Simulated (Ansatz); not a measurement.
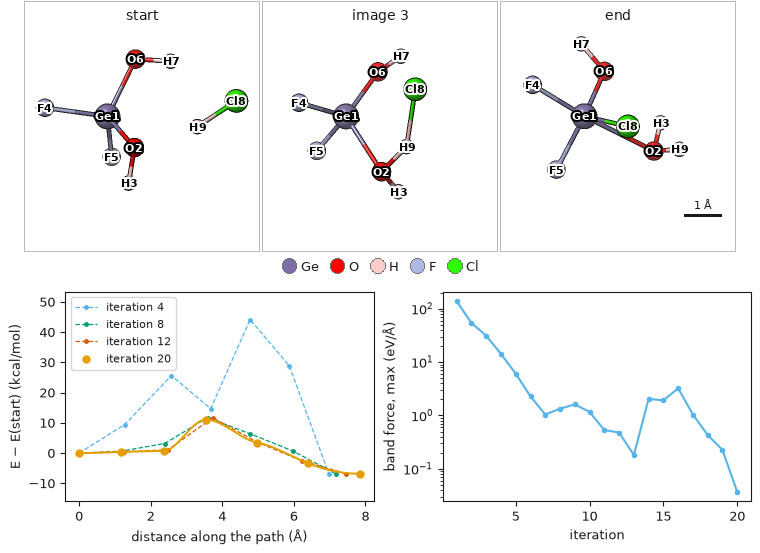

NEB run on GeH$_{3}$O$_{2}$ClF$_{2}$. Images are numbered from 0 (start) to 6 (end). The plot follows the band through its iterations. A ball-and-stick model, seen at a tilt.

The calculation used RKS BLYP-D4/def2-SVP in Ansatz 0.2.0. Run with 5 movable images; climbing image; force threshold 0.05 eV/Å; iteration limit 60; starting path through a guess of the saddle point.

> How did the profile develop, and is the result final?

The result is final at these settings. The band converged in 20 iterations. The largest component of the band force went from 140 to 0.037 eV/Å. The climbing image converged on the top of the path. Its vibrational analysis gives one imaginary mode (334i cm⁻¹), as a transition state must have. The first iteration put the highest image at 593.9 kcal/mol. The energy climbs by 11.1 kcal/mol to image 3 and then falls by 17.9 kcal/mol, so the end point sits at −6.8 kcal/mol.

The run took 2.6 min on 4 threads of Arm Neoverse V1, with other jobs on the host, peak memory 0.19 GiB.
